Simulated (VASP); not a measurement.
Band structure of RuP (relaxed from the rock salt structure, space group Fm-3m). Method: PBEsol GGA, VASP's PBE PAW potentials (set 64) (plane waves; VASP).

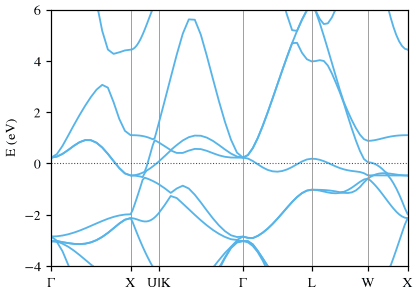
Figure. Bands along high-symmetry lines, zero at the valence-band maximum or, without a gap, the Fermi level

Task: Read the plot: is there a gap, and where are the band edges?

Result: It has no gap at this level: it comes out as a metal or semimetal. (Edges off the drawn lines would not show.)

The structure was generated: RuP was put into the rock salt type (Fm-3m), which need not be its known phase. It was relaxed first, which changed the volume by -32 %. The electron count is odd and the run is not spin-polarised, which forces a metal.
